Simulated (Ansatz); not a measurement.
Three curves of one kind of scan: energy against volume (even scaling of the relaxed cell, symmetry kept). Calculation: r2SCAN (plane waves to 500 eV, PAW, scalar-relativistic; Ansatz, a quantum-chemistry and plane-wave program). Each is measured from its own zero (the relaxed starting cell). 

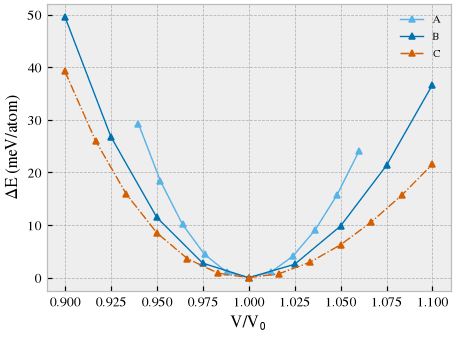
Curves A, B and C.

```csv
V/V₀,ΔE (meV/atom)
0.900,50
0.950,11
1.000,0
1.050,10
1.100,37
```

Problem. Which curve does this table belong to?

Solution. Curve B, which is Lu (hcp, Mg type). The others: A is SiC (4H type, space group P6_3mc); C is Ge2Sb2Te5 (Ge2Sb2Te5-Kooi type, space group P-3m1).

All were relaxed with their symmetry unable to fall. Lu is run without spin polarisation. Spin-orbit coupling is left out. The PAW data are Ansatz's earlier set.

(A scan under strain: stresses follow from slopes of the energy per volume, elastic moduli from its curvatures.)
